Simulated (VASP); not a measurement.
Band structure of BeS (zinc blende). Method: TPSS meta-GGA, VASP's PBE PAW potentials (set 64) (plane waves; VASP).

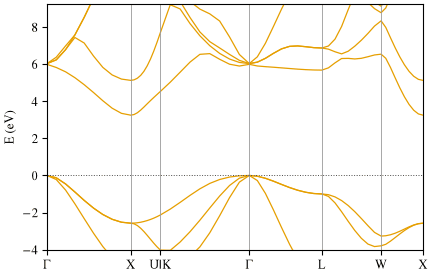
Figure. Bands along high-symmetry lines, zero at the valence-band maximum or, without a gap, the Fermi level

Q: Read the plot: is there a gap, and where are the band edges?

A: The gap is indirect, 3.25 eV, from the valence maximum at Γ to the conduction minimum at X.

The compound is BeS in the zinc blende structure. It was relaxed first.
